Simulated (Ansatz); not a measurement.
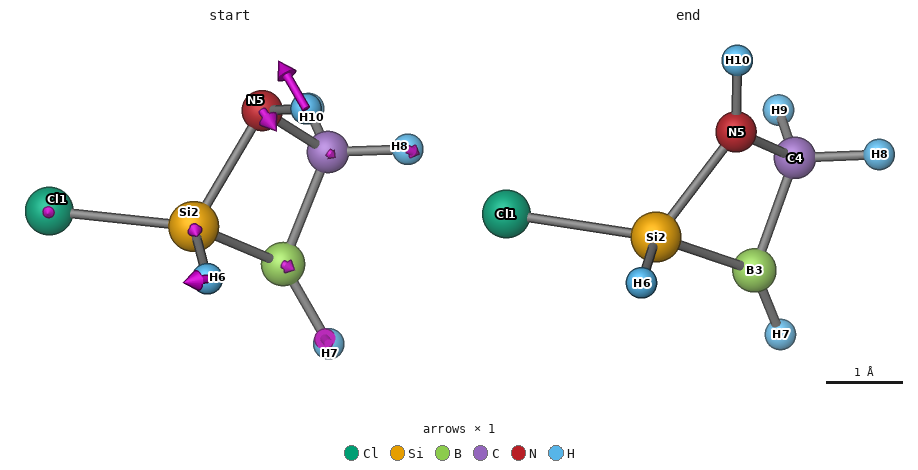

The structure of CH5BClNSi (coarse preliminary run) before (left) and after (right) a relaxation, at one scale. The purple arrows give the displacements, at their true length.

A ball-and-stick model, seen from a free direction.

The start comes from a force field.

Level of theory: Ansatz, RKS PBE-D4/def2-SVP.

Input
```yaml
crystal:
  periodic: [false, false, false]
  atoms:
    - {symbol: Cl, position_ang: [-2.094100, 1.795500, 0.818700]}
    - {symbol: Si, position_ang: [-0.222700, 1.120900, 0.394700]}
    - {symbol: B, position_ang: [0.020200, -0.656900, 1.055000]}
    - {symbol: C, position_ang: [0.074100, -1.007400, -0.518700]}
    - {symbol: N, position_ang: [-0.169400, 0.280900, -1.172300]}
    - {symbol: H, position_ang: [0.898500, 2.075900, 0.586200]}
    - {symbol: H, position_ang: [0.735700, -1.068300, 1.964100]}
    - {symbol: H, position_ang: [0.978300, -1.500800, -0.847800]}
    - {symbol: H, position_ang: [-0.872100, -1.648200, -0.691600]}
    - {symbol: H, position_ang: [0.734600, 0.557200, -1.585200]}
basis:
  gaussian: {orbitals: def2-SVP}
hamiltonian: {xc: pbe, dispersion: d4}
relax: {f_tol: 0.03, max_steps: 200}
```

Launched with:
```bash
ansatz run in.yaml --threads 4 --pin off --events-out ev --progress --plain --max-ram 10444MiB
```

> Summarise the run.

H10 moves most after the best rigid fit: 0.78 Å. By element the largest moves are H 0.78 Å, N 0.39 Å, Si 0.21 Å, B 0.20 Å, Cl 0.14 Å, C 0.13 Å. Near-neighbour distances that change, for instance: Si2–B3 1.912 → 2.026 Å, Cl1–Si2 2.034 → 2.116 Å, C4–H8 1.081 → 1.120 Å, C4–H9 1.156 → 1.122 Å. Bond angles that change, for instance: Si2–N5–H10 104.6° → 136.3°, C4–N5–H10 105.6° → 121.5°, Si2–B3–H7 129.9° → 144.8°. Over 12 accepted moves (13 points after the start) the energy falls by 25.5 kcal/mol. Largest force component: 2.6 eV/Å at the start, 0.019 eV/Å at the end. The line search rejected the trial step at point 7 of the run. The run took 18 s on 4 threads of Arm Neoverse V2, on a shared host.
